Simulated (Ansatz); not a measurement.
A computed series for Ca3SbN: pressure series

Take Ca$_{3}$SbN in the anti-perovskite structure (space group Pm-3m, No. 221; a = 4.8027 Å; a cell from a computed database, its experimental status unchecked) as the base.

Cell and atoms are relaxed at each pressure.

Level of theory: PBEsol (Ansatz, a quantum-chemistry and plane-wave program, PAW, no spin-orbit coupling).

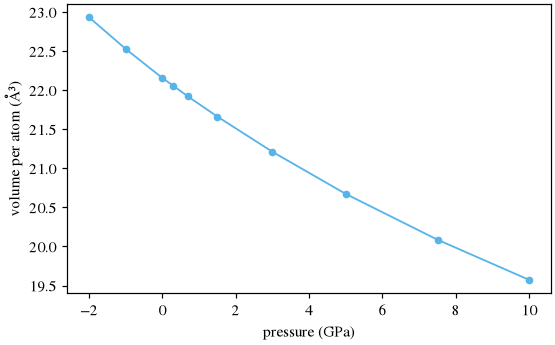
Volume per atom against pressure

Task: From the plot, what is the volume per atom for pressure 10 GPa?

Result: About 19.6 Å³.

Task: Is the trend monotonic over the range shown?

Result: Yes, it falls throughout, spanning 19.57 Å³ to 22.93 Å³.

Load acts through the strain it causes; cell and atoms are relaxed under it. Whether these cells are dynamically stable was not tested. No other phases were tried under pressure.
